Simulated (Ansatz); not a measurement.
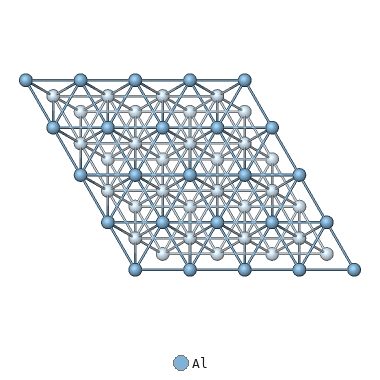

The system is H on an Al(111) slab cut from the Fm-3m phase, its upper half relaxed before the scan (12 atoms of substrate and one adsorbate in a 2 × 2 cell); the picture shows it without the atoms that are moved over the map. H is moved over the surface cell; relaxed at each place: the height of the adsorbate's atoms; substrate rigid; the origin of the map has the adsorbate above Al9. Places are given modulo a cell vector. The map is drawn in real space over the plane of the surface. Grid: 6 × 6 points; 10 points were computed and 26 follow by symmetry. Places are given in fractions of the 1 × 1 surface cell. Energies are in meV, from the lowest grid point. At some places the adsorbate sinks to or below the level of the top layer. The calculation used DFT LDA, scalar-relativistic, plane waves, PAW in Ansatz 0.2.0. Settings: cutoff 420 eV, k-mesh 6×6×1, gaussian smearing 0.1 eV, no spin polarisation.

Range: position of H13 along the first surface vector from 0.000 to 0.833; position of H13 along the second surface vector from 0.000 to 0.833.

Q: What landscape does the calculation give?

A: The lowest grid point is at (3/6, 1/6) of the cell vectors [nearest 1 Al at 1.70 Å]. The highest grid point, a place at or below the level of the top layer, (2/6, 4/6) of the cell vectors, lies 700 meV above the lowest. At the lowest point the adsorbate has 1 Al at 1.70 Å as nearest neighbours, at the highest 4 Al at 1.72 Å. Its relaxed height above the top atom is 1.16 Å at the lowest and −0.58 Å at the highest point.

| second ↓, first → | 0/6 | 1/6 | 2/6 | 3/6 | 4/6 | 5/6 |
| --- | --- | --- | --- | --- | --- | --- |
| 5/6 | 135 | 148 | 84 | 84 | 148 | 135 |
| 4/6 | 116 | 84 | 700 | 84 | 116 | 122 |
| 3/6 | 1 | 84 | 84 | 1 | 0 | 0 |
| 2/6 | 116 | 148 | 116 | 0 | 412 | 0 |
| 1/6 | 135 | 135 | 122 | 0 | 0 | 122 |
| 0/6 | 125 | 135 | 116 | 1 | 116 | 135 |

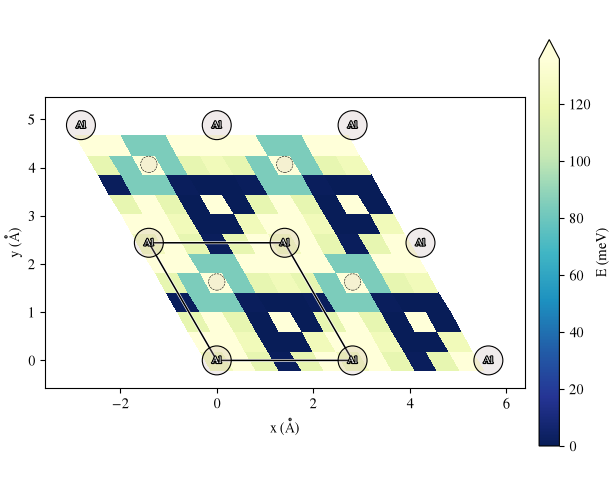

In the figure: one coloured cell a grid point, labelled circles for the atoms of the top layer and small ones for the second layer, the outline of one cell of the 2 × 2 shown, one colour for all values above the top of the scale.

Each point was launched as `ansatz run input.yaml --threads 1 --pin off --max-ram 3072MiB --backend cpu --events-out ev --progress --plain --runs-dir out`. The whole map (10 points run) took 5 min on 1 thread of Intel(R) Xeon(R) 6975P-C (Granite Rapids) (shared host).
